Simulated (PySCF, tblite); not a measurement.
# C₆H₁₆OSSi: geometry, infrared bands and NMR shifts

What infrared bands and NMR shifts should C₆H₁₆OSSi (`CC[C@@H](C)[Si@@H](OC)SC`) show?

Programs: tblite 0.8.0 and PySCF 2.14.0, with density-fitted response routines of our own. Each step states its level of theory. These are calculated values for one molecule in the gas phase, unless marked as measured. Atoms are numbered from 0 throughout.

## 1. The starting structure

25 atoms, charge 0, multiplicity 1; geometry from: force field or distance geometry start.

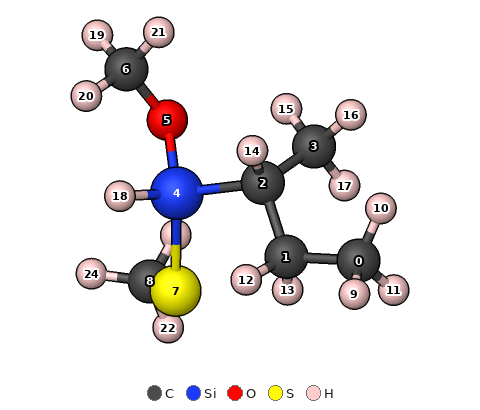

The starting geometry (carbon dark grey, silicon blue, oxygen red, sulfur yellow, hydrogen pink), atoms numbered; sticks join atoms by distance.

## 2. Geometry optimisation with GFN2-xTB

Job settings and geometry (Å):

```
{"job": {"kind": "relax", "xc": "GFN2-xTB", "basis": "xTB"}, "charge": 0, "multiplicity": 1}
C      3.185700    -0.828700     0.295700
C      1.703200    -0.818700     0.623100
C      1.014100     0.467200     0.280700
C      1.102800     0.764300    -1.211500
Si    -0.810200     0.171400     0.651000
O     -1.710000     1.230900    -0.350900
C     -2.024700     2.391700     0.322400
S     -1.310200    -1.887400     0.376600
C     -2.775100    -2.154100    -0.640200
H      3.754100    -1.172200     1.185000
H      3.538600     0.127700    -0.088500
H      3.316500    -1.623900    -0.488800
H      1.607600    -0.960800     1.750200
H      1.229800    -1.667300     0.121600
H      1.350800     1.312100     0.893100
H      0.203900     1.304200    -1.581500
H      1.969000     1.443300    -1.347900
H      1.255200    -0.161500    -1.805800
H     -1.021600     0.498000     2.067100
H     -2.971100     2.851900    -0.053000
H     -2.161800     2.160200     1.404700
H     -1.225800     3.178100     0.220200
H     -2.774400    -3.181200    -1.042500
H     -2.757200    -1.487700    -1.509300
H     -3.700200    -1.933400    -0.062500
```

Run with:

```
> OMP_NUM_THREADS=1 python probes_run.py task.json out
```

One launch serves the whole session: the jobs run in the order shown.

What it wrote:

```text
step      E/eV     max force
  0    -818.23200    1.971
  1    -818.52895    1.075
  2    -818.62547    0.776
  3    -818.68101    0.647
  4    -818.74943    0.669
  5    -818.78525    0.534
  6    -818.82722    0.353
  7    -818.85845    0.329
  8    -818.88864    0.403
  9    -818.91243    0.381
 10    -818.93401    0.356
 11    -818.95216    0.297
 12    -818.96782    0.235
 13    -818.97959    0.258
 14    -818.98913    0.250
 15    -818.99921    0.204
 16    -819.00807    0.172
 17    -819.01509    0.175
 18    -819.02199    0.153
 19    -819.03045    0.177
 20    -819.04141    0.233
 21    -819.05507    0.225
 22    -819.06926    0.264
 23    -819.08208    0.275
 24    -819.09522    0.248
 25    -819.10985    0.239
 26    -819.12399    0.261
 27    -819.13656    0.250
 28    -819.14762    0.213
 29    -819.15747    0.262
 30    -819.16776    0.296
 31    -819.17963    0.220
 32    -819.19310    0.181
 33    -819.20191    0.191
 34    -819.21193    0.172
 35    -819.22058    0.228
 36    -819.22780    0.160
 37    -819.23368    0.250
 38    -819.23876    0.175
 39    -819.24497    0.129
 40    -819.24851    0.137
 41    -819.25492    0.161
 42    -819.26008    0.170
 43    -819.26573    0.171
 44    -819.27068    0.154
 45    -819.27525    0.123
 46    -819.27816    0.105
 47    -819.28008    0.095
 48    -819.28189    0.088
 49    -819.28361    0.071
 50    -819.28481    0.062
 51    -819.28553    0.058
 52    -819.28612    0.056
 53    -819.28681    0.057
 54    -819.28753    0.044
 55    -819.28815    0.050
 56    -819.28870    0.057
 57    -819.28933    0.064
 58    -819.29019    0.076
 59    -819.29126    0.075
 60    -819.29248    0.069
 61    -819.29367    0.079
 62    -819.29484    0.079
 63    -819.29603    0.084
 64    -819.29702    0.063
 65    -819.29772    0.050
 66    -819.29826    0.048
 67    -819.29872    0.058
 68    -819.29909    0.051
 69    -819.29938    0.044
 70    -819.29967    0.045
 71    -819.30006    0.050
 72    -819.30059    0.061
 73    -819.30116    0.053
 74    -819.30181    0.071
 75    -819.30263    0.091
 76    -819.30383    0.104
 77    -819.30531    0.098
 78    -819.30670    0.071
 79    -819.30762    0.074
 80    -819.30831    0.073
 81    -819.30886    0.057
 82    -819.30949    0.039
 83    -819.30979    0.033
 84    -819.31014    0.032
 85    -819.31048    0.044
 86    -819.31093    0.040
 87    -819.31138    0.038
 88    -819.31178    0.039
 89    -819.31216    0.041
 90    -819.31261    0.046
 91    -819.31315    0.043
 92    -819.31378    0.044
 93    -819.31441    0.052
 94    -819.31494    0.047
 95    -819.31540    0.050
 96    -819.31589    0.040
 97    -819.31643    0.036
 98    -819.31684    0.041
 99    -819.31731    0.043
100    -819.31784    0.055
101    -819.31836    0.059
102    -819.31885    0.045
103    -819.31934    0.053
104    -819.31994    0.046
105    -819.32064    0.050
106    -819.32130    0.053
107    -819.32201    0.064
108    -819.32277    0.058
109    -819.32333    0.071
110    -819.32412    0.085
111    -819.32472    0.052
112    -819.32546    0.037
113    -819.32573    0.044
114    -819.32628    0.046
115    -819.32669    0.045
116    -819.32716    0.046
117    -819.32752    0.033
118    -819.32786    0.044
119    -819.32824    0.053
120    -819.32873    0.049
121    -819.32924    0.050
122    -819.32963    0.034
123    -819.32985    0.024
124    -819.32997    0.019
125    -819.33006    0.027
126    -819.33016    0.017
127    -819.33023    0.012
128    -819.33028    0.012
129    -819.33032    0.012
130    -819.33037    0.012
131    -819.33042    0.017
132    -819.33048    0.022
133    -819.33054    0.023
134    -819.33061    0.018
135    -819.33068    0.016
136    -819.33077    0.017
137    -819.33087    0.023
138    -819.33097    0.024
139    -819.33109    0.031
140    -819.33122    0.027
141    -819.33137    0.028
142    -819.33154    0.025
143    -819.33171    0.027
144    -819.33187    0.028
145    -819.33201    0.023
146    -819.33214    0.026
147    -819.33225    0.020
148    -819.33233    0.018
149    -819.33238    0.017
150    -819.33241    0.012
151    -819.33244    0.010
152    -819.33248    0.015
153    -819.33251    0.015
154    -819.33255    0.016
155    -819.33259    0.014
156    -819.33264    0.014
157    -819.33267    0.011
158    -819.33270    0.010
159    -819.33273    0.011
160    -819.33275    0.008
```

It took 1.9 s on 1 thread of Arm Neoverse V1, shared host; peak memory 0.18 GiB.

Relaxation path: (not every step is listed)

```
step  energy from step 0 (eV)  largest force (eV/Å)
   0                   0.0000                1.9711
   1                  -0.2970                1.0752
   2                  -0.3935                0.7761
   3                  -0.4490                0.6473
   4                  -0.5174                0.6691
   5                  -0.5533                0.5340
   6                  -0.5952                0.3529
   7                  -0.6264                0.3289
   8                  -0.6566                0.4031
  22                  -0.8373                0.2638
  36                  -0.9958                0.1598
  50                  -1.0528                0.0618
  64                  -1.0650                0.0626
  78                  -1.0747                0.0712
  92                  -1.0818                0.0440
 106                  -1.0893                0.0527
 120                  -1.0967                0.0490
 134                  -1.0986                0.0182
 148                  -1.1003                0.0178
 155                  -1.1006                0.0143
 156                  -1.1006                0.0136
 157                  -1.1007                0.0112
 158                  -1.1007                0.0100
 159                  -1.1007                0.0112
 160                  -1.1008                0.0081
```

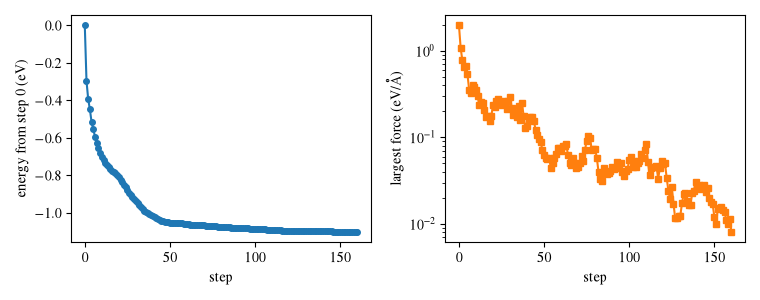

Energy and force, step by step.

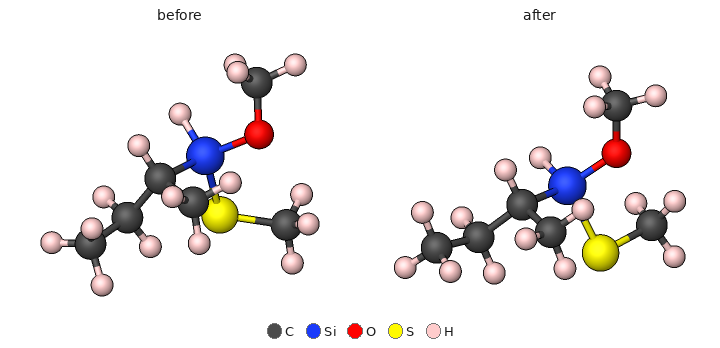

The geometry before (left) and after (right).

Distances of close pairs at the start and the end, largest changes first:

```
  bond  before (Å)  after (Å)  change (Å)
Si4–O5       1.713      1.626      -0.088
C1–H12       1.140      1.092      -0.048
C0–H11       1.125      1.086      -0.038
C6–H21       1.126      1.091      -0.034
 C1–C2       1.499      1.531      +0.033
C8–H24       1.113      1.085      -0.028
C6–H19       1.117      1.090      -0.028
C6–H20       1.115      1.092      -0.024
```

The next job starts from the end point, and lists it.

## 3. Infrared spectrum with GFN2-xTB

Job settings and geometry (Å):

```
{"job": {"kind": "ir", "xc": "GFN2-xTB", "basis": "xTB"}, "charge": 0, "multiplicity": 1}
C      3.375153    -0.470641     0.593554
C      1.890844    -0.813525     0.657377
C      0.979492     0.290389     0.113997
C      1.207237     0.526558    -1.380386
Si    -0.847537    -0.123647     0.466124
O     -1.906333     0.958133    -0.126876
C     -2.008384     2.314813     0.198977
S     -1.359726    -1.923117    -0.561335
C     -3.173022    -1.880816    -0.419351
H      3.958286    -1.245351     1.086375
H      3.570917     0.475900     1.094376
H      3.718094    -0.394680    -0.434594
H      1.623032    -1.009079     1.698163
H      1.701344    -1.729847     0.095351
H      1.226696     1.217234     0.645963
H      0.511004     1.270579    -1.763759
H      2.217301     0.881774    -1.573627
H      1.052760    -0.399083    -1.930881
H     -1.073428    -0.295183     1.906463
H     -2.798462     2.746498    -0.415041
H     -2.260292     2.437182     1.254093
H     -1.069163     2.834152     0.000652
H     -3.554024    -2.705473    -1.011469
H     -3.535888    -0.935603    -0.805730
H     -3.456834    -2.003021     0.620719
```

What it wrote:

```text
mode    cm-1     km/mol
  1      30.9      1.20
  2      40.6      3.96
  3      61.1      1.34
  4      73.4      0.45
  5      74.4      0.42
  6      96.0      0.70
  7     113.3      0.21
  8     126.7      0.54
  9     160.3      6.90
 10     184.7      1.35
 11     200.7      0.41
 12     230.4      1.32
 13     258.9      8.14
 14     275.3      6.95
 15     317.1      6.24
 16     387.6     20.21
 17     415.6      7.08
 18     523.9     48.26
 19     643.8    139.49
 20     706.7    133.61
 21     726.8    152.08
 22     730.3     17.07
 23     784.4    154.04
 24     814.1     12.42
 25     907.2     15.98
 26     947.9      0.24
 27     958.3      3.71
 28     981.8      2.35
 29    1021.0      4.79
 30    1038.7     26.91
 31    1081.6      3.79
 32    1126.8    143.27
 33    1130.6     19.79
 34    1144.6     46.76
 35    1149.4     33.91
 36    1173.0      1.79
 37    1244.0      6.50
 38    1271.9      3.18
 39    1313.7      3.17
 40    1319.0      1.03
 41    1360.3      2.14
 42    1412.4      1.04
 43    1413.3      0.68
 44    1416.6      2.36
 45    1452.9      5.88
 46    1455.2      4.54
 47    1477.8      5.74
 48    1485.2      3.01
 49    1492.5      0.67
 50    1501.0      3.13
 51    1502.3      1.95
 52    1507.6      4.59
 53    1519.1      0.28
 54    2207.7    271.77
 55    2903.0     59.32
 56    2961.4     31.00
 57    2966.5     44.61
 58    2972.7     36.89
 59    2988.1     31.68
 60    3000.0     22.85
 61    3014.8     41.83
 62    3022.6     40.13
 63    3025.8     49.62
 64    3032.5     35.31
 65    3034.5     37.95
 66    3036.8      9.68
 67    3048.3     40.34
 68    3055.5      4.96
 69    3064.3      3.55
```

It took 1.5 s on 1 thread of Arm Neoverse V1, shared host; peak memory 0.18 GiB.

The strongest bands and the atoms that carry them (share of the mass-weighted mode):

```
cm⁻¹  km/mol                         atoms
 644   139.5                      H18 78 %
 707   133.6                      H18 86 %
 727   152.1   Si4 28 %, C2 20 %, H18 11 %
 784   154.0    Si4 40 %, O5 23 %, C6 14 %
1127   143.3    O5 37 %, C6 32 %, H20 16 %
2208   271.8                      H18 97 %
2903    59.3                      H14 93 %
3026    49.6  H16 52 %, H15 23 %, H17 13 %
```

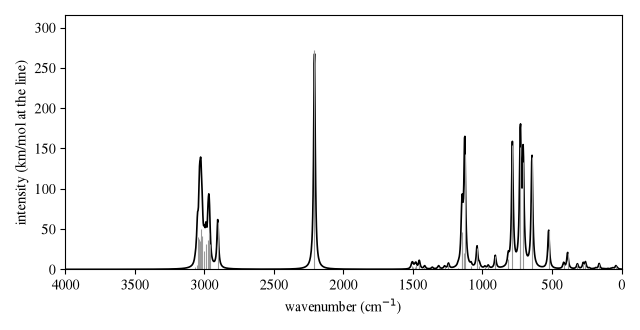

The infrared spectrum from these modes, unscaled. Lines are broadened to a width of 14 cm⁻¹ (Lorentzian).

## 4. NMR shieldings: PBE0/pcSseg-1

Settings changed since step 3:

```diff
@@ -1,2 +1,2 @@
-{"job": {"kind": "ir", "xc": "GFN2-xTB", "basis": "xTB"}, "charge": 0, "multiplicity": 1}
+{"job": {"kind": "nmr", "xc": "PBE0", "basis": "pcSseg-1"}, "charge": 0, "multiplicity": 1}
 C      3.375153    -0.470641     0.593554
```

Method: GIAO PBE0/pcSseg-1 NMR shielding, non-relativistic, gas phase.

What it wrote:

```text
coarse grid: 20776 points
cycle   1  E = -1000.3562733654  dE =  7.746e-01  |g| = 7.423e-01  |ddm| = 4.291e+00
cycle   2  E = -1000.2447260733  dE =  1.115e-01  |g| = 1.077e+00  |ddm| = 1.672e+00
cycle   3  E = -1000.4687174044  dE = -2.240e-01  |g| = 1.209e-01  |ddm| = 1.119e+00
cycle   4  E = -1000.4713593009  dE = -2.642e-03  |g| = 4.501e-02  |ddm| = 1.500e-01
cycle   5  E = -1000.4718224161  dE = -4.631e-04  |g| = 8.729e-03  |ddm| = 4.917e-02
cycle   6  E = -1000.4718396600  dE = -1.724e-05  |g| = 2.821e-03  |ddm| = 1.179e-02
cycle   7  E = -1000.4718414665  dE = -1.807e-06  |g| = 6.177e-04  |ddm| = 3.151e-03
final grid: 188080 points
cycle   8  E = -1000.5387900610  dE = -5.016e-05  |g| = 1.302e-02  |ddm| = 3.386e-02
cycle   9  E = -1000.5387640155  dE =  2.605e-05  |g| = 1.717e-02  |ddm| = 2.259e-02
cycle  10  E = -1000.5388277000  dE = -6.368e-05  |g| = 1.662e-03  |ddm| = 1.354e-02
cycle  11  E = -1000.5388282387  dE = -5.387e-07  |g| = 2.558e-04  |ddm| = 1.662e-03
cycle  12  E = -1000.5388282509  dE = -1.221e-08  |g| = 9.071e-05  |ddm| = 3.223e-04
cycle  13  E = -1000.5388282528  dE = -1.925e-09  |g| = 2.360e-05  |ddm| = 1.087e-04
cycle  14  E = -1000.5388282530  dE = -1.310e-10  |g| = 4.652e-06  |ddm| = 2.274e-05
converged SCF energy = -1000.5388282530

GIAO shielding tensors (ppm)
atom      isotropic    diamagn.    paramagn.     s11        s22        s33       span
  0 C      171.807     245.445     -73.638    152.625    174.370    188.426     35.802
  1 C      162.097     250.119     -88.022    152.657    161.684    171.950     19.293
  2 C      162.172     257.212     -95.039    156.479    159.691    170.347     13.868
  3 C      173.633     250.147     -76.514    160.154    174.634    186.112     25.958
  4 Si     341.159     883.556    -542.397    305.919    352.603    364.954     59.036
  5 O      322.419     400.931     -78.512    280.496    330.891    355.870     75.374
  6 C      134.260     243.550    -109.290    107.879    109.351    185.549     77.670
  7 S      693.049    1062.811    -369.762    599.417    665.450    814.280    214.862
  8 C      175.405     250.940     -75.535    167.057    167.562    191.596     24.539
  9 H       30.491      27.246       3.245     25.482     27.705     38.286     12.804
 10 H       31.248      29.565       1.683     26.811     29.109     37.824     11.013
 11 H       30.321      29.746       0.576     25.084     30.011     35.869     10.785
 12 H       30.349      33.414      -3.065     24.004     31.085     35.958     11.954
 13 H       30.828      33.851      -3.023     24.616     32.364     35.504     10.889
 14 H       30.858      36.580      -5.722     27.402     29.634     35.539      8.138
 15 H       30.519      33.109      -2.590     25.251     29.727     36.579     11.328
 16 H       30.333      32.471      -2.139     24.653     29.344     37.002     12.348
 17 H       30.953      33.346      -2.393     26.202     30.469     36.188      9.986
 18 H       26.414      32.673      -6.258     23.907     24.110     31.226      7.319
 19 H       27.745      27.989      -0.243     23.127     25.216     34.893     11.766
 20 H       28.024      28.996      -0.972     23.865     25.209     34.998     11.133
 21 H       28.002      31.090      -3.088     22.706     26.948     34.351     11.644
 22 H       29.788      28.858       0.930     23.747     26.774     38.843     15.097
 23 H       29.365      30.959      -1.593     22.203     29.617     36.276     14.073
 24 H       29.772      29.697       0.075     24.006     27.256     38.053     14.046
```

Wall time 73 s (1 thread of Arm Neoverse V1, shared host); peak memory 1.1 GiB.

The references, computed at this level on geometries of the same kind, shield at (ppm): 1H TMS 31.72, 13C TMS 186.9, 29Si TMS 349.2, 17O H2O 336.1, 33S CS2 504. Their shielding less the atom's gives the shift. The references are single molecules in the gas phase, so shifts against H2O, NH3, PH3, H3PO4 or CFCl3 are not on the usual liquid scales and can be off by tens of ppm. Atoms listed in one row are averaged.

```
        atoms                              environment  σ (ppm)  δ (ppm)  δ scaled to CDCl3
           C6                methyl carbon bonded to O    134.3     52.7               49.5
           C1                                  sp3 CH2    162.1     24.8               22.3
           C2                      sp3 CH bonded to Si    162.2     24.8               22.2
           C0                            methyl carbon    171.8     15.1               12.8
           C3                            methyl carbon    173.6     13.3               11.1
           C8                methyl carbon bonded to S    175.4     11.5                4.9
          H18  hydrogen on a silicon bonded to C, O, S    26.41     5.30                  –
H19, H20, H21  hydrogen on a methyl carbon bonded to O    27.92     3.79               3.68
H22, H23, H24  hydrogen on a methyl carbon bonded to S    29.64     2.08               2.06
          H12                   hydrogen on an sp3 CH2    30.35     1.37               1.39
H15, H16, H17              hydrogen on a methyl carbon    30.60     1.12               1.16
 H9, H10, H11              hydrogen on a methyl carbon    30.69     1.03               1.08
          H13                   hydrogen on an sp3 CH2    30.83     0.89               0.94
          H14       hydrogen on an sp3 CH bonded to Si    30.86     0.86               0.91
          Si4             silicon bonded to C, O, S, H    341.2      8.0                  –
           O5                   oxygen bonded to C, Si    322.4     13.7                  –
           S7                   sulfur bonded to C, Si      693     -189                  –
```

The scaled column applies a straight-line fit of computed shieldings to shifts measured in CDCl3, with any fitted terms for Cl, Br or S neighbours (root-mean-square error 0.16 ppm for H, 1.9 ppm for C).

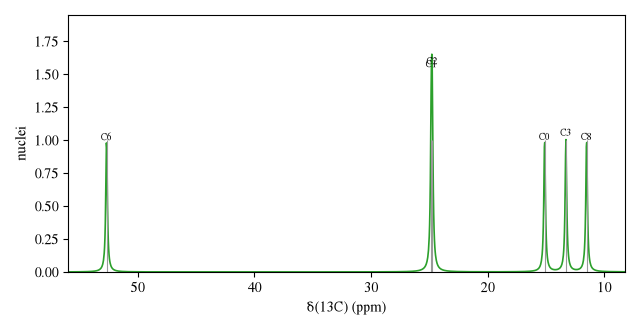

13C lines at the computed shifts, without couplings. Lines are broadened to a width of 0.16 ppm (Lorentzian).

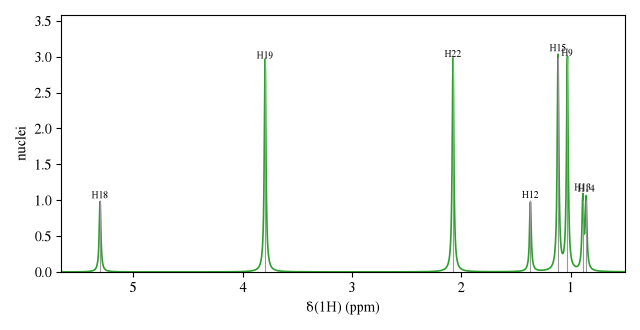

1H lines at the computed shifts, without couplings. Lines are broadened to a width of 0.02 ppm (Lorentzian).

Charges from the same density, by scheme (e):

```
atoms  Mulliken    IAO  Hirshfeld  ESP fit
   C0     -0.25  -0.42      -0.12    -0.29
   C1     -0.25  -0.24      -0.07     0.07
   C2     -0.63  -0.39      -0.11     0.13
   C3     -0.22  -0.41      -0.12    -0.50
  Si4      0.95   1.04       0.38     0.02
   O5     -0.65  -0.64      -0.22    -0.07
   C6     -0.01  -0.20      -0.03    -0.33
   S7     -0.34  -0.20      -0.10    -0.27
   C8     -0.38  -0.49      -0.12    -0.26
```

IAO charges:

C0 -0.42; C1 -0.24; C2 -0.39; C3 -0.41; Si4 1.04; O5 -0.64; C6 -0.20; S7 -0.20; C8 -0.49; H9 0.14; H10 0.13; H11 0.14; H12 0.13; H13 0.13; H14 0.13; H15 0.14; H16 0.14; H17 0.14; H18 -0.17; H19 0.16; H20 0.13; H21 0.13; H22 0.17; H23 0.16; H24 0.15

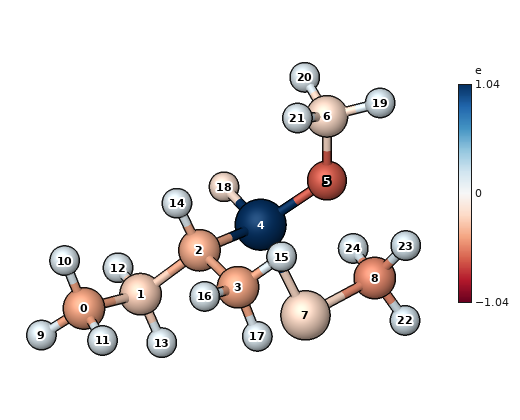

IAO charges, as colours on the atoms.

Mayer bond orders: C0–C1 1.06, C1–C2 1.01, C2–C3 1.02, C2–Si4 0.87, Si4–O5 0.95, O5–C6 0.90, Si4–S7 1.00, S7–C8 1.00.

Orbitals, density, ELF and potential are computed afterwards from the orbital file.

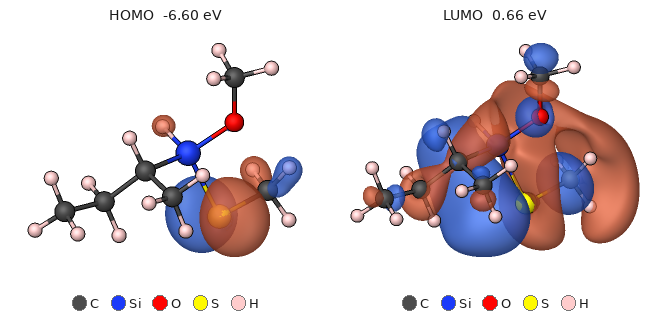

Frontier orbitals at PBE0/pcSseg-1; each surface holds 70 % of the orbital's density, blue and red mark the sign.

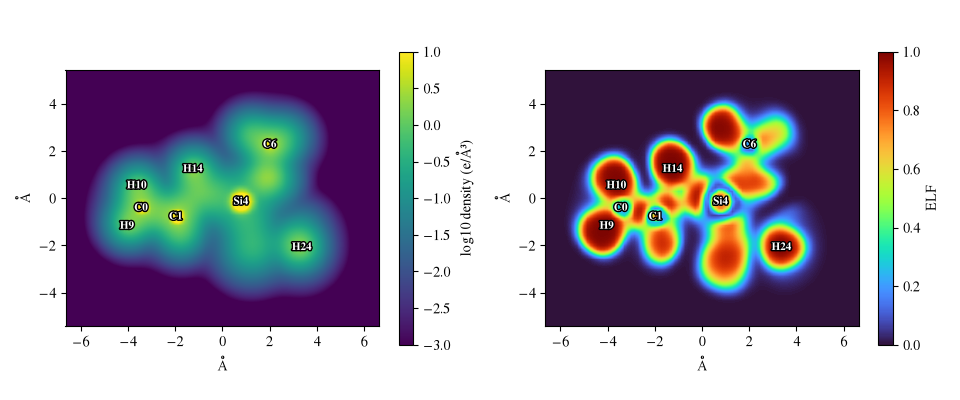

Density (left) and ELF (right) in a plane through or near 8 of the atoms.

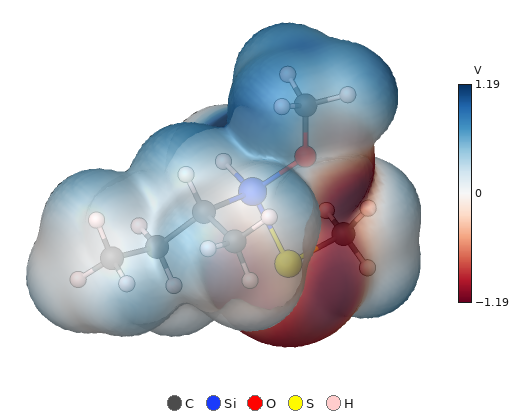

Electrostatic potential on the surface of density 0.002 e/bohr³; red is low, blue high. It runs from -1.19 V near S7 to 0.91 V near H20.

## 5. Outcome

```
                                                              quantity                                               value
                             strongest single infrared mode (GFN2-xTB)                               2208 cm⁻¹, 272 km/mol
                                          zero-point energy (GFN2-xTB)                                      131.7 kcal/mol
                                13C shifts against TMS (PBE0/pcSseg-1)              52.7, 24.8, 24.8, 15.1, 13.3, 11.5 ppm
1H shifts against TMS (PBE0/pcSseg-1, means over atoms taken as alike)  5.30, 3.79, 2.08, 1.37, 1.12, 1.03, 0.89, 0.86 ppm
                               29Si shifts against TMS (PBE0/pcSseg-1)                                             8.0 ppm
                                17O shifts against H2O (PBE0/pcSseg-1)                                            13.7 ppm
                                33S shifts against CS2 (PBE0/pcSseg-1)                                            -189 ppm
                                 surface potential, least and greatest                                  -1.19 V and 0.91 V
```

In words: Over 160 steps the energy fell by 1.101 eV; of the close pairs, Si4–O5 changed most, 1.713 to 1.626 Å. No mode is imaginary among the 69: a minimum at this level. The strongest single mode, at 2208 cm⁻¹, moves mainly H18. Unscaled tight-binding wavenumbers are off by several per cent, some by more. Its intensities can rank the bands wrongly. At PBE0/pcSseg-1: The widest tensor belongs to S7: span 215 ppm, with a paramagnetic part of -370 ppm.
